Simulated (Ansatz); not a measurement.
A series of calculations on AlH$_{3}$BrF

### Relaxation

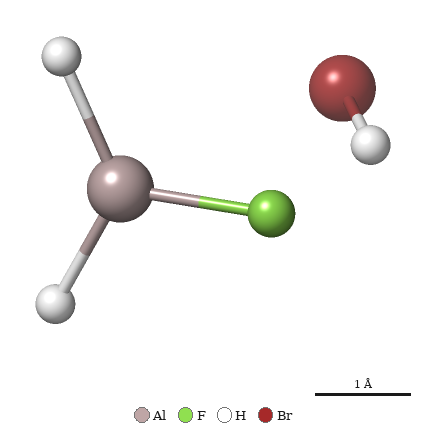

AlH3BrF, before the relaxation. A ball-and-stick model, seen at a tilt.

The run prepares an end point of a later path (reaction) calculation, from a guessed geometry.

The calculation used RKS PBE0/def2-SVP (Ansatz).

The input:
```yaml
crystal:
  periodic: [false, false, false]
  atoms:
    - { symbol: Al, position_ang: [-0.003873, 0.252203, -0.081458] }
    - { symbol: F, position_ang: [0.002764, 0.304067, 1.607851] }
    - { symbol: H, position_ang: [1.411429, 0.304808, -0.769228] }
    - { symbol: H, position_ang: [-1.426471, 0.233172, -0.755591] }
    - { symbol: Br, position_ang: [0.110115, -3.079592, 1.289195] }
    - { symbol: H, position_ang: [0.071735, -1.772059, 2.028131] }
basis:
  gaussian: { orbitals: def2-SVP }
hamiltonian:
  xc: pbe0
relax:
  f_tol: 0.03
  max_steps: 50
```

Command:
```bash
ansatz run input.yaml --threads 1 --pin off --max-ram 2048MiB --backend cpu --events-out ev --progress --plain --runs-dir out
```

Question: What does the optimiser find from here?

Answer: After 7 geometry steps the energy has fallen by 4.29 kcal/mol. Largest force component: 1.5 eV/Å at the start, 0.025 eV/Å at the end. The atom that moves furthest after the best rigid fit is Br5 (0.56 Å). By element the largest moves are Br 0.56 Å, Al 0.25 Å, H 0.19 Å, F 0.08 Å. Some distances before and after: Al1–Br5 3.605 → 2.809 Å, Br5–H6 1.502 → 1.439 Å, Al1–F2 1.690 → 1.700 Å, Al1–H3 1.574 → 1.582 Å. New bonds form, among them: Al1–Br5 (3.60 → 2.81 Å). Among the angles between lasting bonds that change: H3–Al1–H4 128.7° → 126.1°.

History of the run:

```
step  E − E(0), kcal/mol  largest force component, eV/Å
   0                0.00                         1.4661
   1               -2.47                         0.1708
   2               -3.46                         0.2555
   3               -4.14                         0.2077
   4               -4.23                         0.0754
   5               -4.24                         0.0630
   6               -4.27                         0.0586
   7               -4.29                         0.0247
```

Final geometry:

```xyz
6

Al    0.0050    0.0231    0.0174
F     0.0040    0.3207    1.6906
H     1.4089    0.1402   -0.7029
H    -1.4113    0.0605   -0.6873
Br    0.0900   -2.6229    0.9577
H     0.0692   -1.6790    2.0435
```

After the run, drawn alike:

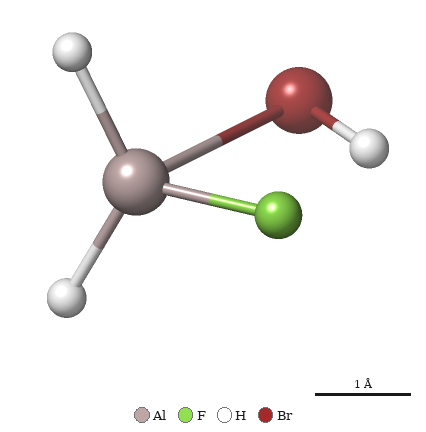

### Relaxation

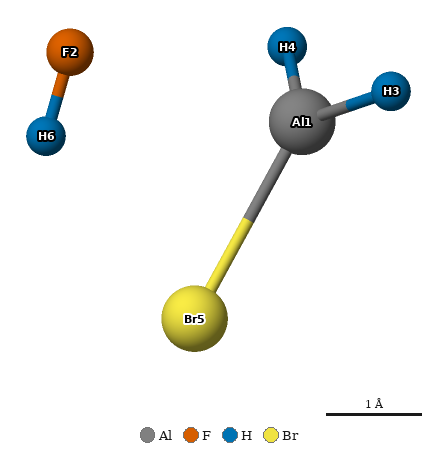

AlH₃BrF, before the relaxation. A ball-and-stick model, seen at a tilt.

The run prepares an end point of a later path (reaction) calculation, from a guessed geometry.

These are results of RKS PBE0/def2-SVP (Ansatz), not measurements.

Input file:
```yaml
crystal:
  periodic: [false, false, false]
  atoms:
    - { symbol: Al, position_ang: [0.011987, -0.484, -0.451656] }
    - { symbol: F, position_ang: [0.02802, 0.049565, 2.373872] }
    - { symbol: H, position_ang: [1.417365, 0.158113, -0.757323] }
    - { symbol: H, position_ang: [-1.417408, 0.066687, -0.820694] }
    - { symbol: Br, position_ang: [0.059389, -2.683074, 0.4573] }
    - { symbol: H, position_ang: [0.066347, -0.864691, 2.517402] }
basis:
  gaussian: { orbitals: def2-SVP }
hamiltonian:
  xc: pbe0
relax:
  f_tol: 0.03
  max_steps: 50
```

Run as
```bash
ansatz run input.yaml --threads 1 --pin off --max-ram 2048MiB --backend cpu --events-out ev --progress --plain --runs-dir out
```

### What does the optimiser find from here?

Over 9 geometry steps the energy falls by 0.457 eV. The largest force component goes from 0.88 to 0.0038 eV/Å. The largest move after the best rigid fit is that of F2, 0.51 Å. Largest moves by element: F 0.51 Å, H 0.44 Å, Al 0.35 Å, Br 0.21 Å. Among the contacts that change: Al1–F2 2.876 → 2.021 Å, Al1–H6 2.994 → 2.268 Å, Br5–H6 2.748 → 2.212 Å, F2–H6 0.926 → 0.965 Å. New bonds form, among them: Al1–F2 (2.88 → 2.02 Å).

The structure at the end:

```xyz
6

Al    0.0213   -0.4058   -0.1130
F     0.0126   -0.0032    1.8673
H     1.4180    0.1478   -0.5952
H    -1.4022    0.0765   -0.5936
Br    0.0788   -2.6309    0.6631
H     0.0372   -0.9418    2.0903
```

The end point in the same view:

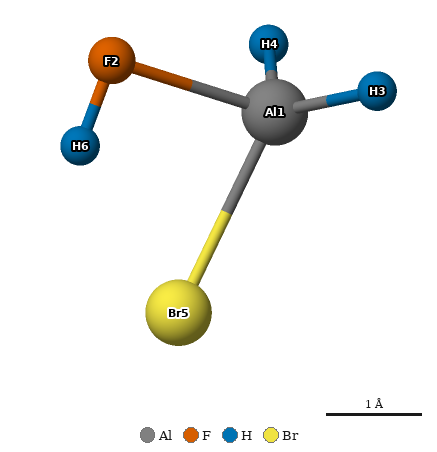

Limits of the set-up: the start holds two separate molecules, 2.7 Å apart at their closest, whose relative position is a soft coordinate and is computed without a dispersion correction.

### Path

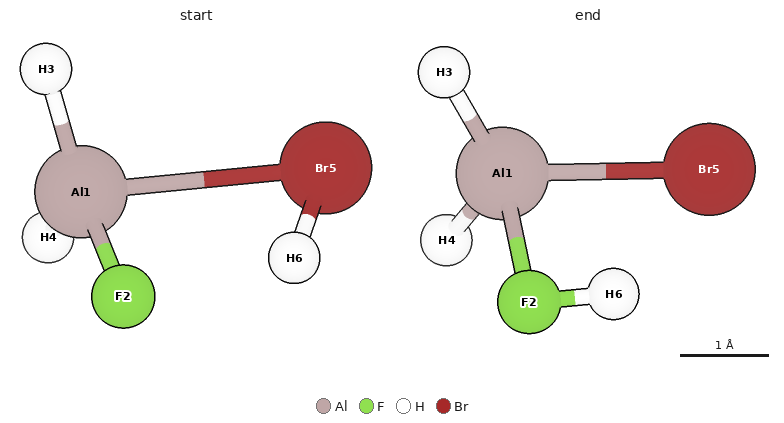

The two relaxed end points of a path for AlH3BrF. Style: ball-and-stick. Shown from a free direction.

Level of theory: Ansatz 0.2.0, RKS PBE0/def2-SVP.

Settings: 5 movable images; climbing image; force threshold 0.05 eV/Å; iteration limit 60.

Start:
```xyz
6

Al    0.0051    0.0243    0.0188
F     0.0042    0.3182    1.6927
H     1.4090    0.1427   -0.7013
H    -1.4112    0.0635   -0.6857
Br    0.0896   -2.6238    0.9532
H     0.0690   -1.6824    2.0411
```

End:
```xyz
6

Al    0.0168   -0.3964   -0.1097
F     0.0174   -0.0221    1.8762
H     1.4088    0.1694   -0.5914
H    -1.4109    0.0873   -0.5758
Br    0.0869   -2.6321    0.6342
H     0.0466   -0.9636    2.0855
```

Q: Predict the minimum-energy path and its barrier.

A: The highest point, image 3, lies 5.1 kJ/mol above the start and 23.9 kJ/mol above the end; the end is at −18.8 kJ/mol relative to the start. A hydrogen atom shifts from one atom to another. Breaking: Br5–H6 (1.44 → 1.57 at the top → 2.21 Å). Forming: F2–H6 (2.03 → 1.35 at the top → 0.96 Å). The band converged in 9 iterations, with a climbing image at the top. At the top, the vibrational analysis gives one imaginary mode (375i cm⁻¹), as a transition state must have.

Energies of the converged images:

| image | path (Å) | E (kJ/mol) |
| --- | --- | --- |
| 0 | 0.00 | 0.0 |
| 1 | 0.19 | 0.5 |
| 2 | 0.38 | 2.6 |
| 3 | 0.57 | 5.1 |
| 4 | 0.79 | -2.9 |
| 5 | 1.00 | -15.3 |
| 6 | 1.21 | -18.8 |

The geometry at the top of the path:

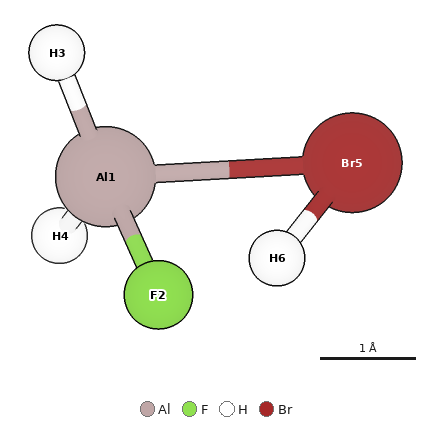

The run took 2 min on 1 thread of Arm Neoverse V2, with other jobs on the host, peak memory 0.17 GiB.
